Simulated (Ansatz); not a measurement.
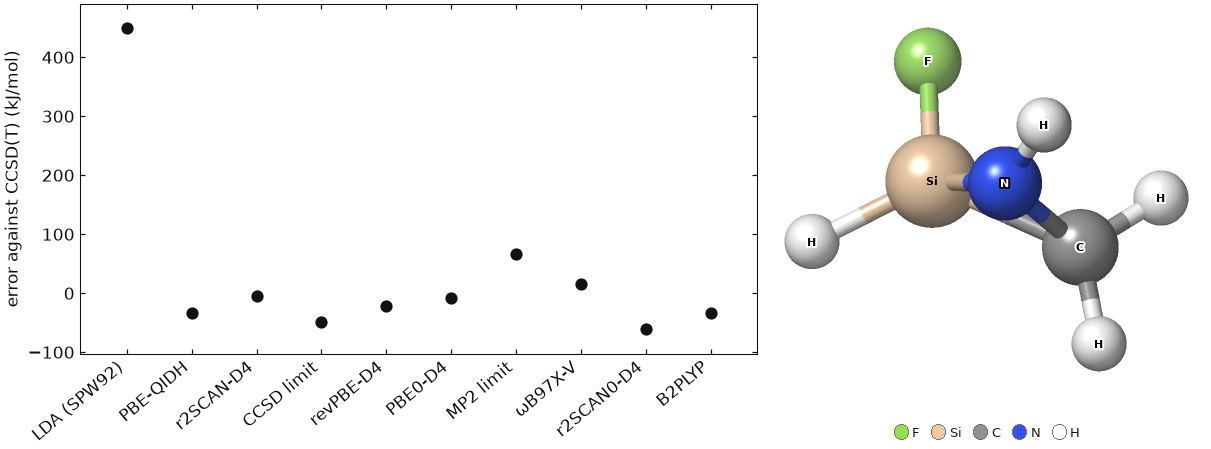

Error in the electronic atomisation energy (method less reference, so positive means overbinding) of CH₄FNSi, SMILES F[Si@H]1CN1: functionals in def2-TZVPP against frozen-core CCSD(T) at the limit (MP2 extrapolated from triple and quadruple zeta, plus CCSD(T) less MP2 in a smaller set), which gives 2949.6 kJ/mol, at a PBE0-D4/def2-TZVP geometry (a minimum by its frequencies), no zero-point or spin-orbit term, the Ansatz code 0.2.0. The reference leaves out core correlation, a term that grows with the number of heavy atoms. PBE-QIDH and B2PLYP hold a correlation term that converges slowly with the basis, so part of the distance to the limit is basis error. No dispersion term is added to PBE-QIDH and B2PLYP. Limit means the basis limit.

### What range do the values span?

From −61.5 kJ/mol (r2SCAN0-D4) to 449.6 kJ/mol (LDA (SPW92)).

### Give the values.

```
      level  kJ/mol
LDA (SPW92)   449.6
   PBE-QIDH   −33.0
  r2SCAN-D4    −4.2
 CCSD limit   −48.1
  revPBE-D4   −22.6
    PBE0-D4    −8.8
  MP2 limit    66.1
    ωB97X-V    14.9
 r2SCAN0-D4   −61.5
     B2PLYP   −33.4
```
